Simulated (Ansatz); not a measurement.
Response to strain in SrTiO3

Take SrTiO₃ in the cubic perovskite structure (space group Pm-3m, No. 221) as the base.

```yaml
crystal:
  lattice:
    - [3.89114, 0.00000, 0.00000]
    - [0.00000, 3.89114, 0.00000]
    - [0.00000, 0.00000, 3.89114]
  atoms:
    - { symbol: Sr, position: [0.00000, 0.00000, 0.00000] }
    - { symbol: Ti, position: [0.50000, 0.50000, 0.50000] }
    - { symbol: O, position: [0.50000, 0.00000, 0.50000] }
    - { symbol: O, position: [0.00000, 0.50000, 0.50000] }
    - { symbol: O, position: [0.50000, 0.50000, 0.00000] }
```

Strains are applied to the cell and any free atomic positions relax.

Computed with Kohn–Sham DFT with the PBEsol functional, run in Ansatz (an electronic-structure program) with PAW and 420 eV plane waves, without spin-orbit coupling.

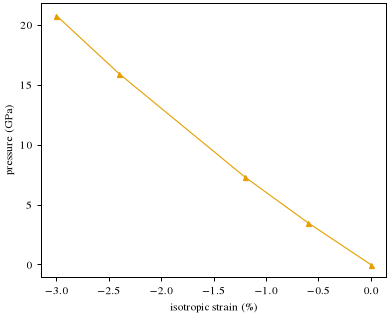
Figure: Pressure against isotropic strain

| isotropic strain (%) | pressure |
|---|---|
| -3 | 20.74 GPa |
| -2.4 | 15.89 GPa |
| -1.2 | 7.29 GPa |
| -0.6 | 3.49 GPa |

Stability against distortions was not tested. The final runs are not spin-polarised. Many cubic perovskites are stable only at high temperature; tilts and polar distortions were not tested.
